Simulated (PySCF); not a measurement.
**ErCl3(H2O): other functionals and bases at one geometry**

Aim: see how levels, charges and forces of ErCl3(H2O) depend on the level of theory. The species was built from a template and needn't be a known compound.

Program: PySCF 2.14.0. Level of theory: several levels, as the steps say, no spin–orbit coupling. These are calculated values, not measurements.

4 further runs of the same task are left out: 2 for a known fault of the program, 2 that didn't finish.

## Step 1: Where the work starts

7 atoms, charge 0, spin multiplicity 1.

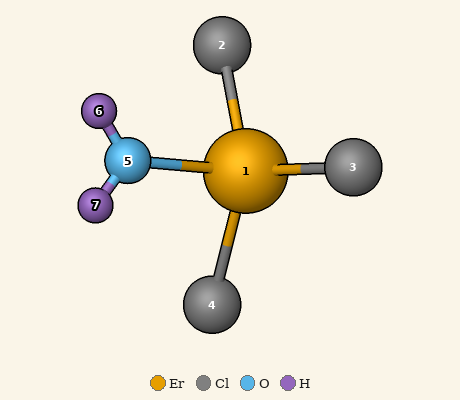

The geometry (erbium amber, chlorine grey, oxygen blue, hydrogen purple); atoms are numbered from 1 in the order of the file.

Geometry (Å):

| atom | x (Å) | y (Å) | z (Å) |
| --- | --- | --- | --- |
| Er1 | -0.0140 | -0.0316 | 0.0316 |
| Cl2 | 1.1141 | 1.8340 | 1.2128 |
| Cl3 | -1.7102 | -1.3030 | 1.3030 |
| Cl4 | 1.1141 | -1.2128 | -1.8340 |
| O5 | -1.3286 | 1.3412 | -1.3412 |
| H6 | -1.5988 | 2.2513 | -1.1430 |
| H7 | -1.5988 | 1.1430 | -2.2513 |

Formal oxidation states: Er +3. Each metal's 11 4f electrons lie in its core potential, so multiplicities, spins and levels count the valence alone. An earlier session relaxed this geometry at B3LYP, Er lcecp-1-SVP with ECP57, Cl def2-SVP, O def2-SVP, H def2-SVP (singlet, point group Cs).

At B3LYP on the finer grid: E = -1495.153582 Eh, HOMO -8.05 eV, LUMO -1.72 eV, Mulliken charge on Er1 +0.76 e, largest force component 0.013 eV/Å. 

Levels to run: wB97X; BP86; BLYP; revPBE; B3LYP, TZVP. Hardware: 2 threads of AMD EPYC 7R43 (Zen 3), shared host.

## Step 2: wB97X

Input file run.py (the lines that set the calculation):

```python
mol = gto.M(atom='''
Er    -0.01402    -0.03165     0.03165
Cl     1.11408     1.83396     1.21276
Cl    -1.71015    -1.30297     1.30297
Cl     1.11408    -1.21276    -1.83396
O     -1.32858     1.34124    -1.34124
H     -1.59880     2.25127    -1.14299
H     -1.59880     1.14299    -2.25127''',
    basis={'Er': 'lcecp-1-SVP', 'Cl': 'def2-SVP', 'O': 'def2-SVP', 'H': 'def2-SVP'},
    ecp={'Er': 'lcecp-1-SVP'},
    charge=0, spin=0)
mf = dft.RKS(mol, xc='WB97X')
mf.grids.atom_grid = (75, 302)  # f atoms: unpruned, at least (60, 302)
mf = mf.density_fit()  # fitting sets: Er AutoAux, Cl def2-universal-JKFIT, O def2-universal-JKFIT, H def2-universal-JKFIT
mf.conv_tol = 1e-08; mf.max_cycle = 55
mf.kernel(dm0)  # dm0: the density of the relaxed state
```

On the command line:

```console
$ OMP_NUM_THREADS=2 python run.py
```

Log:

```text
init E= -1495.07930824383
  HOMO = -0.396637760101771  LUMO = 0.0188184443837223  gap/eV = 11.30514
cycle= 1 E= -1495.08257399563  delta_E= -0.00327  |g|= 0.0325  |ddm|= 0.182
  HOMO = -0.395725377692326  LUMO = 0.0146315779158463  gap/eV = 11.16638
cycle= 2 E= -1495.08279760408  delta_E= -0.000224  |g|= 0.0226  |ddm|= 0.0709
  HOMO = -0.396708474797042  LUMO = 0.0165561643248253  gap/eV = 11.24550
cycle= 3 E= -1495.08292173709  delta_E= -0.000124  |g|= 0.00452  |ddm|= 0.0244
  HOMO = -0.396481966440474  LUMO = 0.0166332479137452  gap/eV = 11.24144
cycle= 4 E= -1495.08292830503  delta_E= -6.57e-06  |g|= 0.00188  |ddm|= 0.00703
  HOMO = -0.396405335237347  LUMO = 0.0165833362725607  gap/eV = 11.23799
cycle= 5 E= -1495.08292924489  delta_E= -9.4e-07  |g|= 0.000239  |ddm|= 0.00264
  HOMO = -0.396432632767834  LUMO = 0.0165787396564525  gap/eV = 11.23861
cycle= 6 E= -1495.0829292861  delta_E= -4.12e-08  |g|= 7.39e-05  |ddm|= 0.000651
  HOMO = -0.396415688355875  LUMO = 0.0165881308279623  gap/eV = 11.23841
cycle= 7 E= -1495.08292929122  delta_E= -5.12e-09  |g|= 1.47e-05  |ddm|= 0.000267
  HOMO = -0.396417449033333  LUMO = 0.0165875313896677  gap/eV = 11.23844
Extra cycle  E= -1495.08292929137  delta_E= -1.54e-10  |g|= 6.01e-06  |ddm|= 3.19e-05
converged SCF energy = -1495.08292929137
```

It took 11 s on 2 threads of AMD EPYC 7R43 (Zen 3), shared host.

Result: E = -1495.082929 Eh, HOMO -10.79 eV, LUMO 0.45 eV, Mulliken charge on Er1 +0.85 e, largest force component 0.151 eV/Å. 

## Step 3: BP86

run.py (the lines that set the calculation), as its differences from that of step 2:

```diff
@@ -11,3 +11,3 @@
     charge=0, spin=0)
-mf = dft.RKS(mol, xc='WB97X')
+mf = dft.RKS(mol, xc='B88,P86')
 mf.grids.atom_grid = (75, 302)  # f atoms: unpruned, at least (60, 302)
```

On the command line:

```console
$ OMP_NUM_THREADS=2 python run.py
```

Log:

```text
init E= -1495.27484556005
  HOMO = -0.258710378577264  LUMO = -0.0819049696242742  gap/eV = 4.81112
cycle= 1 E= -1495.27406904318  delta_E= 0.000777  |g|= 0.0924  |ddm|= 0.232
  HOMO = -0.267001637723641  LUMO = -0.0730644905584157  gap/eV = 5.27730
cycle= 2 E= -1495.2663134601  delta_E= 0.00776  |g|= 0.18  |ddm|= 0.355
  HOMO = -0.260578464393102  LUMO = -0.0781995067890347  gap/eV = 4.96278
cycle= 3 E= -1495.27679650316  delta_E= -0.0105  |g|= 0.00613  |ddm|= 0.237
  HOMO = -0.260699288879132  LUMO = -0.0780559060709272  gap/eV = 4.96998
cycle= 4 E= -1495.2768026313  delta_E= -6.13e-06  |g|= 0.00345  |ddm|= 0.00649
  HOMO = -0.260684885718401  LUMO = -0.0782573020628944  gap/eV = 4.96411
cycle= 5 E= -1495.27680512167  delta_E= -2.49e-06  |g|= 0.000715  |ddm|= 0.00356
  HOMO = -0.260719563129479  LUMO = -0.0782472373983349  gap/eV = 4.96532
cycle= 6 E= -1495.27680524073  delta_E= -1.19e-07  |g|= 0.000129  |ddm|= 0.000682
  HOMO = -0.260710055650744  LUMO = -0.0782380928203974  gap/eV = 4.96532
cycle= 7 E= -1495.27680524654  delta_E= -5.81e-09  |g|= 2.39e-05  |ddm|= 0.00018
  HOMO = -0.260713923485889  LUMO = -0.07823569985928  gap/eV = 4.96549
Extra cycle  E= -1495.27680524603  delta_E= 5.07e-10  |g|= 4.62e-05  |ddm|= 8.9e-05
converged SCF energy = -1495.27680524603
```

Wall time 8.2 s (2 threads of AMD EPYC 7R43 (Zen 3), shared host).

Result: E = -1495.276805 Eh, HOMO -7.09 eV, LUMO -2.13 eV, Mulliken charge on Er1 +0.66 e, largest force component 0.355 eV/Å. 

## Step 4: BLYP

run.py (the lines that set the calculation), as its differences from that of step 3:

```diff
@@ -11,3 +11,3 @@
     charge=0, spin=0)
-mf = dft.RKS(mol, xc='B88,P86')
+mf = dft.RKS(mol, xc='BLYP')
 mf.grids.atom_grid = (75, 302)  # f atoms: unpruned, at least (60, 302)
```

On the command line:

```console
$ OMP_NUM_THREADS=2 python run.py
```

Log:

```text
init E= -1495.02475639845
  HOMO = -0.246502136830109  LUMO = -0.0827188548210316  gap/eV = 4.45677
cycle= 1 E= -1495.02540257002  delta_E= -0.000646  |g|= 0.0674  |ddm|= 0.233
  HOMO = -0.251930166984934  LUMO = -0.0759182962051099  gap/eV = 4.78953
cycle= 2 E= -1495.02055237001  delta_E= 0.00485  |g|= 0.138  |ddm|= 0.285
  HOMO = -0.247445963415067  LUMO = -0.0800473195514542  gap/eV = 4.55515
cycle= 3 E= -1495.02701045215  delta_E= -0.00646  |g|= 0.0052  |ddm|= 0.186
  HOMO = -0.247999118330475  LUMO = -0.0801871915109196  gap/eV = 4.56640
cycle= 4 E= -1495.02701711678  delta_E= -6.66e-06  |g|= 0.00248  |ddm|= 0.00837
  HOMO = -0.247967605092717  LUMO = -0.0803040149981129  gap/eV = 4.56236
cycle= 5 E= -1495.02701818239  delta_E= -1.07e-06  |g|= 0.000801  |ddm|= 0.00229
  HOMO = -0.247936820524549  LUMO = -0.0802756884865659  gap/eV = 4.56229
cycle= 6 E= -1495.02701830795  delta_E= -1.26e-07  |g|= 0.000106  |ddm|= 0.000678
  HOMO = -0.247947267463943  LUMO = -0.0802762880299426  gap/eV = 4.56256
cycle= 7 E= -1495.02701831082  delta_E= -2.87e-09  |g|= 1.71e-05  |ddm|= 0.000109
  HOMO = -0.2479474475622  LUMO = -0.0802733690201265  gap/eV = 4.56264
Extra cycle  E= -1495.02701831049  delta_E= 3.29e-10  |g|= 3.57e-05  |ddm|= 7.09e-05
converged SCF energy = -1495.02701831049
```

It took 10 s on 2 threads of AMD EPYC 7R43 (Zen 3), shared host.

Result: E = -1495.027018 Eh, HOMO -6.75 eV, LUMO -2.18 eV, Mulliken charge on Er1 +0.60 e, largest force component 0.399 eV/Å. 

## Step 5: revPBE

run.py (the lines that set the calculation), as its differences from that of step 4:

```diff
@@ -11,3 +11,3 @@
     charge=0, spin=0)
-mf = dft.RKS(mol, xc='BLYP')
+mf = dft.RKS(mol, xc='PBE_R,PBE')
 mf.grids.atom_grid = (75, 302)  # f atoms: unpruned, at least (60, 302)
```

On the command line:

```console
$ OMP_NUM_THREADS=2 python run.py
```

Log:

```text
init E= -1494.83691239759
  HOMO = -0.253971704286753  LUMO = -0.0794350090849921  gap/eV = 4.74939
cycle= 1 E= -1494.83620883002  delta_E= 0.000704  |g|= 0.0835  |ddm|= 0.198
  HOMO = -0.261928649899989  LUMO = -0.0737589368852092  gap/eV = 5.12036
cycle= 2 E= -1494.83062662879  delta_E= 0.00558  |g|= 0.158  |ddm|= 0.305
  HOMO = -0.256194194198183  LUMO = -0.0771216762115637  gap/eV = 4.87281
cycle= 3 E= -1494.83832030827  delta_E= -0.00769  |g|= 0.00628  |ddm|= 0.202
  HOMO = -0.256185821583169  LUMO = -0.0768876461499574  gap/eV = 4.87895
cycle= 4 E= -1494.83832777828  delta_E= -7.47e-06  |g|= 0.00285  |ddm|= 0.00684
  HOMO = -0.256161443635812  LUMO = -0.0770500613362  gap/eV = 4.87387
cycle= 5 E= -1494.8383295939  delta_E= -1.82e-06  |g|= 0.000558  |ddm|= 0.00313
  HOMO = -0.256212689283956  LUMO = -0.0770538364067717  gap/eV = 4.87516
cycle= 6 E= -1494.83832966202  delta_E= -6.81e-08  |g|= 0.000118  |ddm|= 0.000548
  HOMO = -0.256200365978701  LUMO = -0.0770458017331264  gap/eV = 4.87504
cycle= 7 E= -1494.83832966649  delta_E= -4.47e-09  |g|= 1.13e-05  |ddm|= 0.000179
  HOMO = -0.256201637570978  LUMO = -0.077043622557634  gap/eV = 4.87514
Extra cycle  E= -1494.83832966637  delta_E= 1.14e-10  |g|= 2.18e-05  |ddm|= 4.23e-05
converged SCF energy = -1494.83832966637
```

It took 9.8 s on 2 threads of AMD EPYC 7R43 (Zen 3), shared host.

Result: E = -1494.838330 Eh, HOMO -6.97 eV, LUMO -2.10 eV, Mulliken charge on Er1 +0.72 e, largest force component 0.297 eV/Å. 

## Step 6: B3LYP, TZVP

Basis: Er lcecp-1-TZVP with ECP57, Cl def2-TZVP, O def2-TZVP, H def2-TZVP. 

Input file run.py (the lines that set the calculation):

```python
mol = gto.M(atom='''
Er    -0.01402    -0.03165     0.03165
Cl     1.11408     1.83396     1.21276
Cl    -1.71015    -1.30297     1.30297
Cl     1.11408    -1.21276    -1.83396
O     -1.32858     1.34124    -1.34124
H     -1.59880     2.25127    -1.14299
H     -1.59880     1.14299    -2.25127''',
    basis={'Er': 'lcecp-1-TZVP', 'Cl': 'def2-TZVP', 'O': 'def2-TZVP', 'H': 'def2-TZVP'},
    ecp={'Er': 'lcecp-1-TZVP'},
    charge=0, spin=0)
mf = dft.RKS(mol, xc='B3LYP')
mf.grids.atom_grid = (75, 302)  # f atoms: unpruned, at least (60, 302)
mf = mf.density_fit()  # fitting sets: Er AutoAux, Cl def2-universal-JKFIT, O def2-universal-JKFIT, H def2-universal-JKFIT
mf.conv_tol = 1e-08; mf.max_cycle = 55
mf.kernel(dm0)  # dm0: free metal ions and neutral atoms
```

On the command line:

```console
$ OMP_NUM_THREADS=2 python run.py
```

Log:

```text
init E= -1509.18542962406
  HOMO = -0.31464636170856  LUMO = -0.0906311263461106  gap/eV = 6.09577
cycle= 1 E= -1495.61618338438  delta_E= 13.6  |g|= 1.27  |ddm|=  2.2
  HOMO = -0.325112347017731  LUMO = -0.0612515251506238  gap/eV = 7.18002
cycle= 2 E= -1495.59329126448  delta_E= 0.0229  |g|= 0.872  |ddm|= 0.949
  HOMO = -0.290855604479711  LUMO = -0.0931360828984677  gap/eV = 5.38022
cycle= 3 E= -1495.67738961818  delta_E= -0.0841  |g|= 0.398  |ddm|= 0.778
  HOMO = -0.301601608402945  LUMO = -0.0721239690181916  gap/eV = 6.24440
cycle= 4 E= -1495.7164170846  delta_E= -0.039  |g|= 0.0173  |ddm|= 0.303
  HOMO = -0.303622077957292  LUMO = -0.0734056564607135  gap/eV = 6.26451
cycle= 5 E= -1495.71647280551  delta_E= -5.57e-05  |g|= 0.0116  |ddm|= 0.0302
  HOMO = -0.303656825606743  LUMO = -0.0730268944390636  gap/eV = 6.27576
cycle= 6 E= -1495.71650523686  delta_E= -3.24e-05  |g|= 0.003  |ddm|= 0.00967
  HOMO = -0.303389845175341  LUMO = -0.0729465089841932  gap/eV = 6.27068
cycle= 7 E= -1495.71650687926  delta_E= -1.64e-06  |g|= 0.000704  |ddm|= 0.00243
  HOMO = -0.303424135848276  LUMO = -0.0729476438927601  gap/eV = 6.27158
cycle= 8 E= -1495.71650698928  delta_E= -1.1e-07  |g|= 8.4e-05  |ddm|= 0.000583
  HOMO = -0.303428029609604  LUMO = -0.0729469252458125  gap/eV = 6.27171
cycle= 9 E= -1495.71650699084  delta_E= -1.57e-09  |g|= 3.43e-05  |ddm|= 9.75e-05
  HOMO = -0.303421231946822  LUMO = -0.0729486730213846  gap/eV = 6.27148
Extra cycle  E= -1495.71650699075  delta_E= 9.28e-11  |g|= 4.02e-05  |ddm|= 6.12e-05
converged SCF energy = -1495.71650699075
```

Run time: 20 s. Hardware: 2 threads of AMD EPYC 7R43 (Zen 3), shared host.

Result: E = -1495.716507 Eh, HOMO -8.26 eV, LUMO -1.99 eV, Mulliken charge on Er1 +1.35 e, largest force component 0.238 eV/Å. 

## Step 7: All levels side by side

| level | state | HOMO (eV) | gap (eV) | charge on Er1 (e) | dipole (D) | largest force (eV/Å) | basis functions | time |
| --- | --- | --- | --- | --- | --- | --- | --- | --- |
| B3LYP (relaxed here) | singlet | -8.05 | 6.32 | 0.76 | 6.15 | 0.01 | 111 | 20 s |
| wB97X | singlet | -10.79 | 11.24 | 0.85 | 6.28 | 0.15 | 111 | 11 s |
| BP86 | singlet | -7.09 | 4.97 | 0.66 | 6.09 | 0.36 | 111 | 8.2 s |
| BLYP | singlet | -6.75 | 4.56 | 0.60 | 6.05 | 0.40 | 111 | 10 s |
| revPBE | singlet | -6.97 | 4.88 | 0.72 | 6.06 | 0.30 | 111 | 9.8 s |
| B3LYP, TZVP | singlet | -8.26 | 6.27 | 1.35 | 6.12 | 0.24 | 201 | 20 s |

Times are on 2 threads of AMD EPYC 7R43 (Zen 3), shared host; the first row also made further properties.

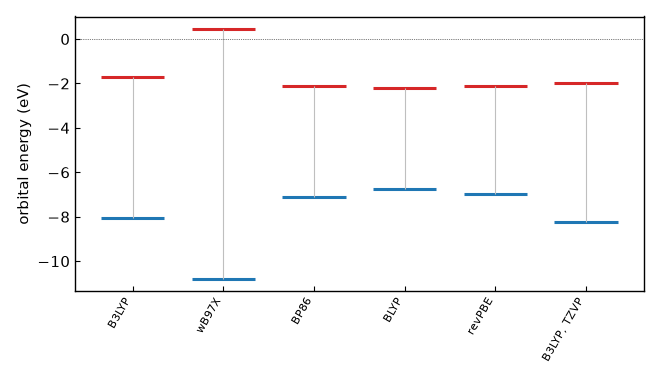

Highest filled and lowest empty level, method by method.

In one basis the HOMO–LUMO gap runs from 4.56 eV (BLYP) to 11.24 eV (wB97X). The largest leftover force, 0.40 eV/Å with BLYP, stands at a geometry relaxed at another level. The Mulliken charge on Er spans +0.60 to +1.35 e over the levels. With 4f in the core, its levels are missing from HOMO and gap. Total energies of different levels can't be compared. Spin–orbit coupling is left out throughout.
